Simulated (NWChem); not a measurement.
# MP2/def2-TZVPPD run of BCl (SMILES [B]Cl)

Aim: the vertical ionisation energy of BCl at MP2/def2-TZVPPD, from 2 runs. 

Program for the calculation: NWChem 7.3.0.

4 further runs of the same task are left out: 4 set aside as unsound or not needed. Runs told in other sessions of the task aren't counted.

### Step 1. Starting point

The species is BCl (2 atoms), meant as a singlet with charge 0. As SMILES, `[B]Cl`. The shape is that of a PBE0-D4/def2-TZVP optimisation.

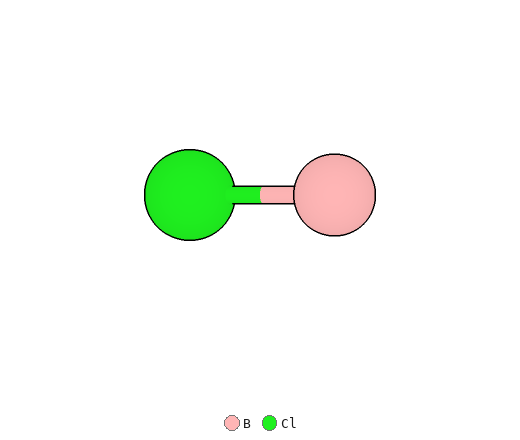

The structure, seen from a chosen angle (boron pink, chlorine green).

### Step 2. Energy and gradient at MP2/def2-TZVPPD

Input file bcl.xyz:

```xyz
2

B      0.000000     0.000000    -0.069660
Cl     0.000000     0.000000     1.648190
```

Input file bcl.nw:

```
start bcl
memory 2200 mb
geometry units angstrom noautosym nocenter noautoz
   load bcl.xyz
end
basis spherical bse
   B library def2-TZVPPD
   Cl library def2-TZVPPD
end
scf
   thresh 1e-08
   maxiter 80
   print low
end
mp2
   freeze core 6
   tight
end
task mp2 gradient
```

Command:

```bash
$ nwchem bcl.nw > bcl.out
```

The log of the run, shortened:

```text
[...]
  functions       =    88
[...]
  wavefunction    = RHF
[...]
         Total SCF energy =   -484.148792935343
      One-electron energy =   -719.291821203128
      Two-electron energy =    208.959097095113
 Nuclear repulsion energy =     26.183931172672
        Time for solution =      7.7s
[...]
          Total MP2 energy          -484.409987300686
[...]
                         mp2 ENERGY GRADIENTS
    atom               coordinates                        gradient
                 x          y          z           x          y          z
   1 B       0.000000   0.000000  -0.131638   -0.000000  -0.000000  -0.002018
   2 Cl      0.000000   0.000000   3.114627    0.000000   0.000000   0.002018
[...]
```

Run time: 25 s. Hardware: 1 thread of Intel Xeon 6975P-C (Granite Rapids), shared host; peak memory 0.19 GiB.

### Step 3. The doublet cation: a single-point energy at UMP2/def2-TZVPPD

Input file mol.xyz:

```xyz
2
BCl mp2
B      0.000000     0.000000    -0.069660
Cl     0.000000     0.000000     1.648190
```

Input file mol.nw:

```
start mol
title "BCl mp2"
memory total 2200 mb
charge 1

geometry noautosym nocenter noautoz
   load mol.xyz
end

basis "ao basis" spherical bse
   * library def2-TZVPPD
end

scf
   doublet
   uhf
   thresh 1e-08
   maxiter 80
   noprint "final vectors analysis"
end

mp2
   freeze core 6
   tight
end

task mp2
```

Command:

```bash
$ nwchem mol.nw > mol.out
```

The log of the run, shortened:

```text
[...]
  functions       =    88
[...]
  wavefunction    = UHF
[...]
         Total SCF energy =   -483.818065587947
      One electron energy =   -712.820386067780
      Two electron energy =    202.818389307161
 Nuclear repulsion energy =     26.183931172672
                       Sz =      0.5000
                 Sz(Sz+1) =      0.7500
                      S^2 =      0.7604
[...]
          Total MP2 energy          -484.047915419662
[...]
```

It took 16 s on 1 thread of Intel Xeon 6975P-C (Granite Rapids), shared host; peak memory 0.16 GiB.

### Step 4. Outcome

At MP2/def2-TZVPPD, 6 core orbitals frozen:

```
                                                            quantity          value
                                           singlet BCl: total energy  -484.40999 Eh
singlet BCl: dipole moment (of the density that the program reports)         1.61 D
            singlet BCl: correlation energy (6 core orbitals frozen)     -261.2 mEh
                               singlet BCl: largest force on an atom     0.104 eV/Å
                                        doublet cation: total energy  -484.04792 Eh
         doublet cation: correlation energy (6 core orbitals frozen)     -229.8 mEh
                   doublet cation: ⟨S²⟩ of the reference determinant          0.760
                  vertical ionisation energy (to the doublet cation)       9.852 eV
```

In words: Removing an electron at fixed nuclei costs 9.85 eV (227 kcal/mol).
